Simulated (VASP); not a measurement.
Band structure of Te₂Rh (space group P-3m1). Level of theory: LDA (Ceperley-Alder, Perdew-Zunger), VASP's LDA PAW potentials (set 64) (plane waves; VASP).

Unless said otherwise, spin-orbit coupling is left out, though it shifts the bands of the heavy elements here.

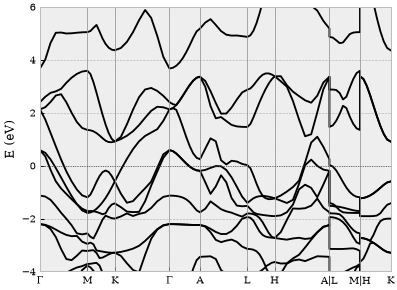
Figure: Bands along high-symmetry lines, zero at the valence-band maximum or, without a gap, the Fermi level

Problem. Read the plot: is there a gap, and where are the band edges?

Solution. It has no gap at this level: it comes out as a metal or semimetal. (Edges off the drawn lines would not show.)

The structure comes from a computed database's Te2Rh entry (P-3m1); how it stands against other phases isn't given here. It was relaxed first, which changed the volume by -8 %. The electron count is odd and the run is not spin-polarised, which forces a metal.
